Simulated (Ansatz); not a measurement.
# TiB2: pressure against volume

Aim: scale the cell of TiB2 up and down at fixed shape and fractional positions, and get the equilibrium volume and bulk modulus with LAPW, PAW and all-electron datasets made for the crystal.

Method: DFT PBEsol, scalar-relativistic, in Ansatz 0.2.0.

## (1) The system as given

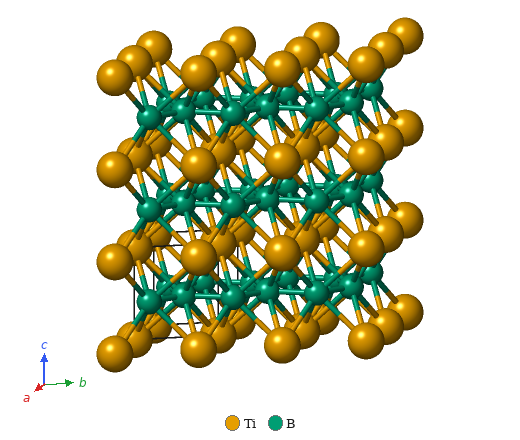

Start, viewed slightly off an axis; titanium amber, boron teal. 2×3×3 cells are drawn. Atoms on the faces are drawn again on the opposite ones.

Coordinates:

```cif
data_structure
_symmetry_space_group_name_H-M 'P 1'
_symmetry_Int_Tables_number 1
_cell_length_a 3.0292
_cell_length_b 3.0292
_cell_length_c 3.2284
_cell_angle_alpha 90.000
_cell_angle_beta 90.000
_cell_angle_gamma 120.000
_cell_volume 25.66
loop_
_atom_site_label
_atom_site_type_symbol
_atom_site_fract_x
_atom_site_fract_y
_atom_site_fract_z
_atom_site_occupancy
Ti1 Ti 0.00000 0.00000 0.00000 1
B1 B 0.33333 0.66667 0.50000 1
B2 B 0.66667 0.33333 0.50000 1
```

Atoms are numbered in the order of the input: Ti1, B2, B3.

## (2) Volume × 0.94, LAPW

Contents of input.yaml:

```yaml
crystal:
  lattice:
    - [2.9673604788, 0.0, 0.0]
    - [-1.4836802394, 2.5698095569, 0.0]
    - [0.0, 0.0, 3.1624957934]
  atoms:
    - { symbol: Ti, position: [0.0, 0.0, 0.0] }
    - { symbol: B, position: [0.3333333333, 0.6666666667, 0.5] }
    - { symbol: B, position: [0.6666666667, 0.3333333333, 0.5] }
kpoints:
  mp_grid: { grid: [14, 14, 11] }
  band_path:
    path:
      - [0.0, 0.0, 0.0]
      - [0.5, 0.0, 0.0]
      - [0.3333333333, 0.3333333333, 0.0]
      - [0.0, 0.0, 0.0]
      - [0.0, 0.0, 0.5]
      - [0.5, 0.0, 0.5]
      - [0.3333333333, 0.3333333333, 0.5]
      - [0.0, 0.0, 0.5]
      - [0.5, 0.0, 0.5]
    npoints: 5
scf:
  occupations: { method: fermi_dirac, width: 0.03 }
hamiltonian:
  xc: pbesol
  pseudopotentials: { kind: all_electron, lapw: { basis_error: 0.001 } }
output:
  forces: true
  stress: true
  eigenvalues: true
```

Launch:

```
$ ansatz run input.yaml --threads 1 --pin off --max-ram 4096MiB --backend cpu --events-out ev --progress --plain --runs-dir out
```

The program printed, shortened:

```text
LAPW: plane waves up to 9.230 Å⁻¹, error target 1.0e-3 eV per atom; small_component_spin mean_spin; B in spheres of 0.857 Å, 5 of its electrons in bands, Dirac shells []; Ti in spheres of 1.214 Å, 18 of its electrons in bands, Dirac shells []
[...]
Pseudopotentials: kind: all_electron
Pseudopotential: Ti, LAPW, valence charge 18, Koelling and Harmon's equation, gaussian nucleus
Pseudopotential: B, LAPW, valence charge 5, Koelling and Harmon's equation, gaussian nucleus
Functional definition: PBEsol
[...]
Crystal: 3 atoms, lattice volume = 24.116 Å³
Basis set: ecut = 324.55143590134804 eV, 327 PW (Γ), exchange–correlation at level 2
Bands: 18, of which v1, the nominal top of the filled ones, is band 14 counted from 1 (13 counted from 0)
Symmetry: 24 space group operations
Space group: P6/mmm (ITA 191), of the structure as read, at distance tolerance 2.9e-5 Å
k-points: 144 of 2156
[...]
SCF iter   1: F=—  HF=-24558.732004 eV  |F-HF|=—  |Δ(HF+E_count)|=         —  Δρ=1.07e-1  dr2=4.66e0  ethr=1.66e-2  ⟨swp⟩=2.0  Hψ=17108  notcnv=0
[...]
the basis was enlarged: its passes take 55.2 KiB over the memory plan, 1 of 1 planned eigensolver slots
[...]
SCF iter   7: F=-24556.823671 eV  HF=-24556.823671 eV  |F-HF|=4.17e-8  |Δ(HF+E_count)|=   1.25e-6  Δρ=1.17e-5  dr2=2.68e-8  ethr=9.76e-9  ⟨swp⟩=2.1  Hψ=7228  notcnv=0
[...]
NSCF: frozen V_eff on 41 k-points
SCF converged after 7 iterations
Free energy (F): -24556.823671 eV
[...]
E sigma→0 (E₀):  -24556.823154 eV
Entropy (-TS):   -0.001035 eV (-0.345 meV/atom)
Fermi energy:    16.625430 eV
[...]
--- Forces (eV/Å), atoms counted from 1 ---
  atom   1  Ti     0.00000000     0.00000000     0.00000000
  atom   2  B     -0.00000000    -0.00000000     0.00000000
  atom   3  B      0.00000000     0.00000000    -0.00000000
[...]
--- Stress (GPa, compression-positive) ---
       14.299539      -0.000000      -0.000000
        0.000000      14.299539      -0.000000
       -0.000000      -0.000000       7.588859
  P = ⅓ Tr σ = 12.0626 GPa (120.626 kbar)
--- Band table (eV; the first three rows and the last of 144) ---
  k-point 0: bands = ["-421.2516", "-421.2149", "-421.2149", "-155.0383", "-155.0157", "-39.9290", "-16.4166", "-16.0507", "-16.0507", "2.7732", "13.8500", "13.8500", "14.2594", "14.2800", "18.6754", "18.6754", "20.5689", "20.5689"]
[...]
```

Wall time 16 s (1 thread of Intel Xeon Platinum 8488C (Sapphire Rapids), shared host); peak memory 0.48 GiB.

Read from it: pressure 12.06 GPa; no gap.

## (3) Volume × 0.94, PAW

Contents of input.yaml:

```yaml
crystal:
  lattice:
    - [2.9673604788, 0.0, 0.0]
    - [-1.4836802394, 2.5698095569, 0.0]
    - [0.0, 0.0, 3.1624957934]
  atoms:
    - { symbol: Ti, position: [0.0, 0.0, 0.0] }
    - { symbol: B, position: [0.3333333333, 0.6666666667, 0.5] }
    - { symbol: B, position: [0.6666666667, 0.3333333333, 0.5] }
kpoints:
  mp_grid: { grid: [14, 14, 11] }
scf:
  occupations: { method: fermi_dirac, width: 0.03 }
hamiltonian:
  xc: pbesol
  pseudopotentials: { kind: paw }
output:
  forces: true
  stress: true
  eigenvalues: true
  efg: { contact_densities: true }
```

Launch:

```
$ ansatz run input.yaml --threads 1 --pin off --max-ram 4096MiB --backend cpu --events-out ev --progress --plain --runs-dir out
```

The program printed, shortened:

```text
[...]
Pseudopotentials: kind: paw
Pseudopotential: Ti, paw, valence charge 12, recommended cutoff 420 eV (normal)
Pseudopotential: B, paw, valence charge 3, recommended cutoff 420 eV (normal)
Functional definition: PBEsol
[...]
Crystal: 3 atoms, lattice volume = 24.116 Å³
Basis set: ecut = 420 eV, 455 PW (Γ), exchange–correlation on 40×40×48 points (8 copies of the dense FFT grid, shifted against one another)
Bands: 13, of which v1, the nominal top of the filled ones, is band 9 counted from 1 (8 counted from 0)
Symmetry: 24 space group operations
Space group: P6/mmm (ITA 191), of the structure as read, at distance tolerance 2.9e-5 Å
k-points: 144 of 2156
[...]
SCF iter   1: F=—  HF=-2782.587915 eV  |F-HF|=—  |Δ(HF+E_count)|=         —  Δρ=6.89e-3  dr2=9.05e-3  ethr=1.77e-3  ⟨swp⟩=4.6  Hψ=8864  notcnv=0
[...]
--- Stress (GPa, compression-positive) ---
       14.357871       0.000000      -0.000000
        0.000000      14.357871      -0.000000
       -0.000000      -0.000000       7.584850
  P = ⅓ Tr σ = 12.1002 GPa (121.002 kbar)
--- PAW observables at the nuclei: V_zz in 10²¹ V/m², potentials from the cell's mean, atoms counted from 1 ---
  atom   1  Ti V_zz =    +2.146908   η = 0.0000   by run symmetry: allowed
            electrostatic potential = -2534.142264 V   contact ρ = 56637.192758 e/Å³
  atom   2  B  V_zz =    +0.293265   η = 0.0000   by run symmetry: allowed
            electrostatic potential = -332.789456 V   contact ρ = 481.628220 e/Å³
  atom   3  B  V_zz =    +0.293265   η = 0.0000   by run symmetry: allowed
            electrostatic potential = -332.789456 V   contact ρ = 481.628220 e/Å³
--- Band table (eV; the first three rows and the last of 144) ---
  k-point 0: bands = ["-40.4135", "-16.9007", "-16.5324", "-16.5324", "2.2868", "13.3659", "13.3659", "13.7741", "13.7944", "18.1896", "18.1896", "20.0844", "20.0844"]
[...]
```

Run time: 3.1 s. Hardware: 1 thread of Intel Xeon Platinum 8488C (Sapphire Rapids), shared host; peak memory 0.42 GiB.

Read from it: pressure 12.10 GPa; no gap; Vzz Ti1 2.15 (η = 0.00), B2 0.29 (η = 0.00) (10²¹ V/m²).

## (4) Volume × 0.94, crystal datasets

Changes to input.yaml since step 3:

```diff
@@ -15,3 +15,3 @@
   xc: pbesol
-  pseudopotentials: { kind: paw }
+  pseudopotentials: { kind: all_electron, datasets: crystal }
 output:
```

Launch:

```
$ ansatz run input.yaml --threads 1 --pin off --max-ram 4096MiB --backend cpu --events-out ev --progress --plain --runs-dir out
```

The program printed, shortened:

```text
[...]
Pseudopotentials: kind: all_electron
Pseudopotential: Ti, paw, valence charge 12, recommended cutoff 380 eV (normal), Koelling and Harmon's equation, gaussian nucleus
Pseudopotential: B, paw, valence charge 3, recommended cutoff 380 eV (normal), Koelling and Harmon's equation, gaussian nucleus
Functional definition: PBEsol
[...]
Crystal: 3 atoms, lattice volume = 24.116 Å³
Basis set: ecut = 380 eV, 407 PW (Γ), exchange–correlation on 40×40×48 points (8 copies of the dense FFT grid, shifted against one another)
Bands: 9, of which v1, the nominal top of the filled ones, is band 5 counted from 1 (4 counted from 0)
Symmetry: 24 space group operations
Space group: P6/mmm (ITA 191), of the structure as read, at distance tolerance 2.9e-5 Å
k-points: 144 of 2156
[...]
--- Stress (GPa, compression-positive) ---
       14.305164       0.000000      -0.000000
        0.000000      14.305164      -0.000000
       -0.000000      -0.000000       7.597307
  P = ⅓ Tr σ = 12.0692 GPa (120.692 kbar)
  It holds what live shells' own plane waves past their cutoff add
--- PAW observables at the nuclei: V_zz in 10²¹ V/m², potentials from the cell's mean, atoms counted from 1 ---
  atom   1  Ti V_zz =    +2.237954   η = 0.0000   by run symmetry: allowed
            electrostatic potential = -2532.649772 V   contact ρ = 56684.174852 e/Å³
  atom   2  B  V_zz =    +0.326534   η = 0.0000   by run symmetry: allowed
            electrostatic potential = -331.985682 V   contact ρ = 481.652003 e/Å³
  atom   3  B  V_zz =    +0.326534   η = 0.0000   by run symmetry: allowed
            electrostatic potential = -331.985682 V   contact ρ = 481.652003 e/Å³
--- Band table (eV; the first three rows and the last of 144) ---
  k-point 0: bands = ["2.7732", "13.8499", "13.8499", "14.2595", "14.2800", "18.6753", "18.6753"]
[...]
```

Run time: 12 s. Hardware: 1 thread of Intel Xeon Platinum 8488C (Sapphire Rapids), shared host; peak memory 0.6 GiB.

This run gives: pressure 12.07 GPa; no gap; Vzz Ti1 2.24 (η = 0.00), B2 0.33 (η = 0.00) (10²¹ V/m²).

## (5) Volume × 0.98, LAPW

Contents of input.yaml:

```yaml
crystal:
  lattice:
    - [3.0088673998, 0.0, 0.0]
    - [-1.5044336999, 2.6057556048, 0.0]
    - [0.0, 0.0, 3.206732233]
  atoms:
    - { symbol: Ti, position: [0.0, 0.0, 0.0] }
    - { symbol: B, position: [0.3333333333, 0.6666666667, 0.5] }
    - { symbol: B, position: [0.6666666667, 0.3333333333, 0.5] }
kpoints:
  mp_grid: { grid: [14, 14, 11] }
  band_path:
    path:
      - [0.0, 0.0, 0.0]
      - [0.5, 0.0, 0.0]
      - [0.3333333333, 0.3333333333, 0.0]
      - [0.0, 0.0, 0.0]
      - [0.0, 0.0, 0.5]
      - [0.5, 0.0, 0.5]
      - [0.3333333333, 0.3333333333, 0.5]
      - [0.0, 0.0, 0.5]
      - [0.5, 0.0, 0.5]
    npoints: 5
scf:
  occupations: { method: fermi_dirac, width: 0.03 }
hamiltonian:
  xc: pbesol
  pseudopotentials: { kind: all_electron, lapw: { basis_error: 0.001 } }
output:
  forces: true
  stress: true
  eigenvalues: true
```

Launch:

```
$ ansatz run input.yaml --threads 1 --pin off --max-ram 4096MiB --backend cpu --events-out ev --progress --plain --runs-dir out
```

The program printed, shortened:

```text
LAPW: plane waves up to 9.095 Å⁻¹, error target 1.0e-3 eV per atom; small_component_spin mean_spin; B in spheres of 0.869 Å, 5 of its electrons in bands, Dirac shells []; Ti in spheres of 1.232 Å, 18 of its electrons in bands, Dirac shells []
[...]
Pseudopotentials: kind: all_electron
Pseudopotential: Ti, LAPW, valence charge 18, Koelling and Harmon's equation, gaussian nucleus
Pseudopotential: B, LAPW, valence charge 5, Koelling and Harmon's equation, gaussian nucleus
Functional definition: PBEsol
[...]
Crystal: 3 atoms, lattice volume = 25.142 Å³
Basis set: ecut = 315.1293459463418 eV, 327 PW (Γ), exchange–correlation at level 2
Bands: 18, of which v1, the nominal top of the filled ones, is band 14 counted from 1 (13 counted from 0)
Symmetry: 24 space group operations
Space group: P6/mmm (ITA 191), of the structure as read, at distance tolerance 2.9e-5 Å
k-points: 144 of 2156
[...]
NSCF: frozen V_eff on 41 k-points
SCF converged after 7 iterations
Free energy (F): -24556.861045 eV
[...]
E sigma→0 (E₀):  -24556.860507 eV
Entropy (-TS):   -0.001076 eV (-0.359 meV/atom)
Fermi energy:    15.906993 eV
[...]
--- Forces (eV/Å), atoms counted from 1 ---
  atom   1  Ti     0.00000000    -0.00000000     0.00000000
  atom   2  B     -0.00000000     0.00000000     0.00000000
  atom   3  B      0.00000000    -0.00000000     0.00000000
[...]
--- Stress (GPa, compression-positive) ---
        1.347789       0.000000       0.000000
        0.000000       1.347789       0.000000
        0.000000       0.000000      -2.673789
  P = ⅓ Tr σ = 0.0073 GPa (0.073 kbar)
--- Band table (eV; the first three rows and the last of 144) ---
  k-point 0: bands = ["-422.1504", "-422.1137", "-422.1137", "-155.9132", "-155.8942", "-40.7476", "-17.2221", "-16.8895", "-16.8895", "2.2831", "13.2285", "13.2285", "13.5555", "13.6718", "17.8352", "17.8352", "19.6509", "19.6509"]
[...]
```

Wall time 15 s (1 thread of Intel Xeon Platinum 8488C (Sapphire Rapids), shared host); peak memory 0.48 GiB.

This run gives: pressure 0.01 GPa; no gap.

## (6) Volume × 0.98, PAW

Contents of input.yaml:

```yaml
crystal:
  lattice:
    - [3.0088673998, 0.0, 0.0]
    - [-1.5044336999, 2.6057556048, 0.0]
    - [0.0, 0.0, 3.206732233]
  atoms:
    - { symbol: Ti, position: [0.0, 0.0, 0.0] }
    - { symbol: B, position: [0.3333333333, 0.6666666667, 0.5] }
    - { symbol: B, position: [0.6666666667, 0.3333333333, 0.5] }
kpoints:
  mp_grid: { grid: [14, 14, 11] }
scf:
  occupations: { method: fermi_dirac, width: 0.03 }
hamiltonian:
  xc: pbesol
  pseudopotentials: { kind: paw }
output:
  forces: true
  stress: true
  eigenvalues: true
  efg: { contact_densities: true }
```

Launch:

```
$ ansatz run input.yaml --threads 1 --pin off --max-ram 4096MiB --backend cpu --events-out ev --progress --plain --runs-dir out
```

The program printed, shortened:

```text
[...]
Pseudopotentials: kind: paw
Pseudopotential: Ti, paw, valence charge 12, recommended cutoff 420 eV (normal)
Pseudopotential: B, paw, valence charge 3, recommended cutoff 420 eV (normal)
Functional definition: PBEsol
[...]
Crystal: 3 atoms, lattice volume = 25.142 Å³
Basis set: ecut = 420 eV, 491 PW (Γ), exchange–correlation on 48×48×48 points (8 copies of the dense FFT grid, shifted against one another)
Bands: 13, of which v1, the nominal top of the filled ones, is band 9 counted from 1 (8 counted from 0)
Symmetry: 24 space group operations
Space group: P6/mmm (ITA 191), of the structure as read, at distance tolerance 2.9e-5 Å
k-points: 144 of 2156
[...]
SCF iter   1: F=—  HF=-2782.625446 eV  |F-HF|=—  |Δ(HF+E_count)|=         —  Δρ=6.59e-3  dr2=8.81e-3  ethr=1.77e-3  ⟨swp⟩=4.4  Hψ=8821  notcnv=0
[...]
--- Stress (GPa, compression-positive) ---
        1.399956      -0.000000       0.000000
       -0.000000       1.399956       0.000000
        0.000000       0.000000      -2.680568
  P = ⅓ Tr σ = 0.0398 GPa (0.398 kbar)
--- PAW observables at the nuclei: V_zz in 10²¹ V/m², potentials from the cell's mean, atoms counted from 1 ---
  atom   1  Ti V_zz =    +2.092396   η = 0.0000   by run symmetry: allowed
            electrostatic potential = -2533.211506 V   contact ρ = 56636.753420 e/Å³
  atom   2  B  V_zz =    +0.300116   η = 0.0000   by run symmetry: allowed
            electrostatic potential = -331.844528 V   contact ρ = 481.536990 e/Å³
  atom   3  B  V_zz =    +0.300116   η = 0.0000   by run symmetry: allowed
            electrostatic potential = -331.844528 V   contact ρ = 481.536990 e/Å³
--- Band table (eV; the first three rows and the last of 144) ---
  k-point 0: bands = ["-41.2122", "-17.6863", "-17.3514", "-17.3514", "1.8164", "12.7640", "12.7640", "13.0901", "13.2062", "17.3694", "17.3694", "19.1860", "19.1860"]
[...]
```

It took 2.9 s on 1 thread of Intel Xeon Platinum 8488C (Sapphire Rapids), shared host; peak memory 0.43 GiB.

Read from it: pressure 0.04 GPa; no gap; Vzz Ti1 2.09 (η = 0.00), B2 0.30 (η = 0.00) (10²¹ V/m²).

## (7) Volume × 0.98, crystal datasets

Changes to input.yaml since step 6:

```diff
@@ -15,3 +15,3 @@
   xc: pbesol
-  pseudopotentials: { kind: paw }
+  pseudopotentials: { kind: all_electron, datasets: crystal }
 output:
```

Launch:

```
$ ansatz run input.yaml --threads 1 --pin off --max-ram 4096MiB --backend cpu --events-out ev --progress --plain --runs-dir out
```

The program printed, shortened:

```text
[...]
Pseudopotentials: kind: all_electron
Pseudopotential: Ti, paw, valence charge 12, recommended cutoff 360 eV (normal), Koelling and Harmon's equation, gaussian nucleus
Pseudopotential: B, paw, valence charge 3, recommended cutoff 360 eV (normal), Koelling and Harmon's equation, gaussian nucleus
Functional definition: PBEsol
[...]
Crystal: 3 atoms, lattice volume = 25.142 Å³
Basis set: ecut = 360 eV, 393 PW (Γ), exchange–correlation on 40×40×40 points (8 copies of the dense FFT grid, shifted against one another)
Bands: 9, of which v1, the nominal top of the filled ones, is band 5 counted from 1 (4 counted from 0)
Symmetry: 24 space group operations
Space group: P6/mmm (ITA 191), of the structure as read, at distance tolerance 2.9e-5 Å
k-points: 144 of 2156
[...]
--- Stress (GPa, compression-positive) ---
        1.348440      -0.000000       0.000000
       -0.000000       1.348440       0.000000
        0.000000       0.000000      -2.668046
  P = ⅓ Tr σ = 0.0096 GPa (0.096 kbar)
  It holds what live shells' own plane waves past their cutoff add
--- PAW observables at the nuclei: V_zz in 10²¹ V/m², potentials from the cell's mean, atoms counted from 1 ---
  atom   1  Ti V_zz =    +2.176424   η = 0.0000   by run symmetry: allowed
            electrostatic potential = -2531.731271 V   contact ρ = 56683.734440 e/Å³
  atom   2  B  V_zz =    +0.330857   η = 0.0000   by run symmetry: allowed
            electrostatic potential = -331.068829 V   contact ρ = 481.560648 e/Å³
  atom   3  B  V_zz =    +0.330857   η = 0.0000   by run symmetry: allowed
            electrostatic potential = -331.068829 V   contact ρ = 481.560648 e/Å³
--- Band table (eV; the first three rows and the last of 144) ---
  k-point 0: bands = ["2.2831", "13.2284", "13.2284", "13.5555", "13.6719", "17.8353", "17.8353"]
[...]
```

Wall time 12 s (1 thread of Intel Xeon Platinum 8488C (Sapphire Rapids), shared host); peak memory 0.61 GiB.

Read from it: pressure 0.01 GPa; no gap; Vzz Ti1 2.18 (η = 0.00), B2 0.33 (η = 0.00) (10²¹ V/m²).

## (8) Volume × 1.01, LAPW

Contents of input.yaml:

```yaml
crystal:
  lattice:
    - [3.0392620569, 0.0, 0.0]
    - [-1.5196310285, 2.6320781501, 0.0]
    - [0.0, 0.0, 3.2391256602]
  atoms:
    - { symbol: Ti, position: [0.0, 0.0, 0.0] }
    - { symbol: B, position: [0.3333333333, 0.6666666667, 0.5] }
    - { symbol: B, position: [0.6666666667, 0.3333333333, 0.5] }
kpoints:
  mp_grid: { grid: [14, 14, 11] }
  band_path:
    path:
      - [0.0, 0.0, 0.0]
      - [0.5, 0.0, 0.0]
      - [0.3333333333, 0.3333333333, 0.0]
      - [0.0, 0.0, 0.0]
      - [0.0, 0.0, 0.5]
      - [0.5, 0.0, 0.5]
      - [0.3333333333, 0.3333333333, 0.5]
      - [0.0, 0.0, 0.5]
      - [0.5, 0.0, 0.5]
    npoints: 5
scf:
  occupations: { method: fermi_dirac, width: 0.03 }
hamiltonian:
  xc: pbesol
  pseudopotentials: { kind: all_electron, lapw: { basis_error: 0.001 } }
output:
  forces: true
  stress: true
  eigenvalues: true
```

Launch:

```
$ ansatz run input.yaml --threads 1 --pin off --max-ram 4096MiB --backend cpu --events-out ev --progress --plain --runs-dir out
```

The program printed, shortened:

```text
LAPW: plane waves up to 8.999 Å⁻¹, error target 1.0e-3 eV per atom; small_component_spin mean_spin; B in spheres of 0.877 Å, 5 of its electrons in bands, Dirac shells []; Ti in spheres of 1.244 Å, 18 of its electrons in bands, Dirac shells []
[...]
Pseudopotentials: kind: all_electron
Pseudopotential: Ti, LAPW, valence charge 18, Koelling and Harmon's equation, gaussian nucleus
Pseudopotential: B, LAPW, valence charge 5, Koelling and Harmon's equation, gaussian nucleus
Functional definition: PBEsol
[...]
Crystal: 3 atoms, lattice volume = 25.912 Å³
Basis set: ecut = 308.5325821430001 eV, 327 PW (Γ), exchange–correlation at level 2
Bands: 18, of which v1, the nominal top of the filled ones, is band 14 counted from 1 (13 counted from 0)
Symmetry: 24 space group operations
Space group: P6/mmm (ITA 191), of the structure as read, at distance tolerance 3.0e-5 Å
k-points: 144 of 2156
[...]
NSCF: frozen V_eff on 41 k-points
SCF converged after 7 iterations
Free energy (F): -24556.842359 eV
[...]
E sigma→0 (E₀):  -24556.841804 eV
Entropy (-TS):   -0.001110 eV (-0.370 meV/atom)
Fermi energy:    15.400631 eV
[...]
--- Forces (eV/Å), atoms counted from 1 ---
  atom   1  Ti     0.00000000    -0.00000000     0.00000000
  atom   2  B     -0.00000000    -0.00000000     0.00000000
  atom   3  B     -0.00000000     0.00000000    -0.00000000
[...]
--- Stress (GPa, compression-positive) ---
       -6.857123       0.000000      -0.000000
        0.000000      -6.857123      -0.000000
       -0.000000      -0.000000      -9.077383
  P = ⅓ Tr σ = -7.5972 GPa (-75.972 kbar)
--- Band table (eV; the first three rows and the last of 144) ---
  k-point 0: bands = ["-422.7802", "-422.7434", "-422.7434", "-156.5331", "-156.5164", "-41.3256", "-17.7907", "-17.4798", "-17.4798", "1.9449", "12.7908", "12.7908", "13.0639", "13.2427", "17.2444", "17.2444", "19.0055", "19.0055"]
[...]
```

It took 16 s on 1 thread of Intel Xeon Platinum 8488C (Sapphire Rapids), shared host; peak memory 0.47 GiB.

Result: pressure -7.60 GPa; no gap.

(Part 1 of 2 ends here.)
